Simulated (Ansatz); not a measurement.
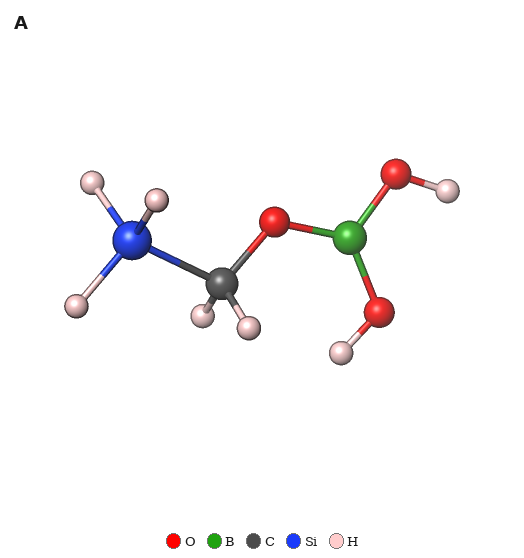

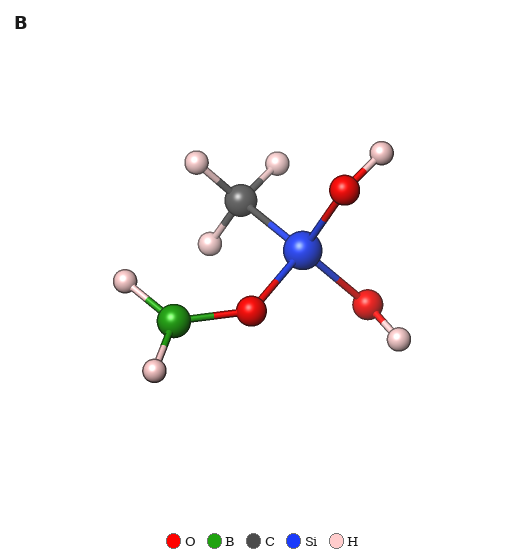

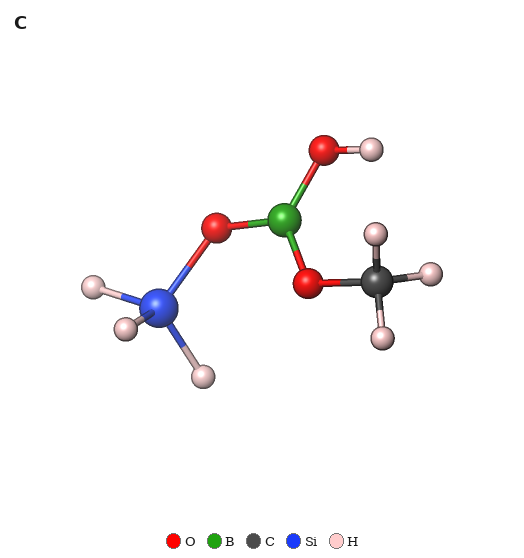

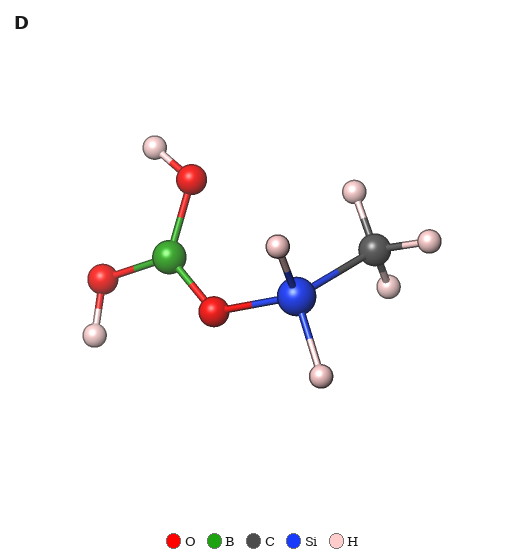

4 stationary structures of one formula. Geometries: PBE-D4/def2-SVP. Electronic energies: PBE-D4/def2-SVP (Ansatz 0.2.0), without zero-point energy. No frequency run is at hand to confirm each as a minimum. Each is one conformer, not always the lowest.

How are they related?

They are constitutional isomers of CH7BO3Si: A `OB(O)OC[SiH3]`, B `BO[Si](C)(O)O`, C `COB(O)O[SiH3]`, D `C[SiH2]OB(O)O`.

Rank them by energy, lowest first.

D is lowest; B lies 22.6 kcal/mol above it, C lies 25.2 kcal/mol above it, A lies 46.4 kcal/mol above it.
